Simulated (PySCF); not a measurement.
Vertical excitations of a molecule C2H5NOSi from TDDFT-PBE/def2-SVPD (PySCF), as energy in eV (oscillator strength): 6.63 (0.004), 6.77 (0.048), 6.85 (0.000), 6.87 (0.010), 7.03 (0.003), 7.43 (0.089), 7.58 (0.000), 7.73 (0.014), 7.73 (0.030), 7.89 (0.040). Lowest triplet (TDA): 6.28 eV. The structure is a stationary point at PBE0-D3(BJ)/def2-SVP. The values are those of a single conformer.

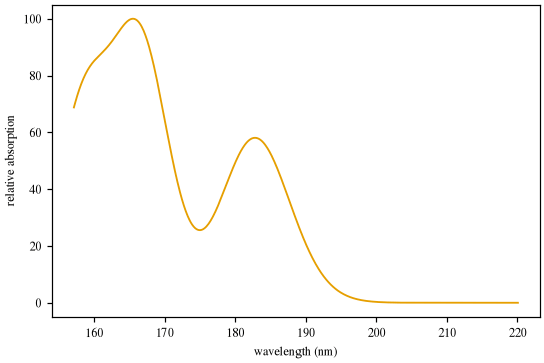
The lines broadened by 0.4 eV.

### Question
Which structure fits?
A. C[SiH2]N=C=O
B. CC1=N[SiH2]O1
C. C[Si@@H]1N=CO1
D. C[SiH2]OC#N

### Answer
A, C[SiH2]N=C=O
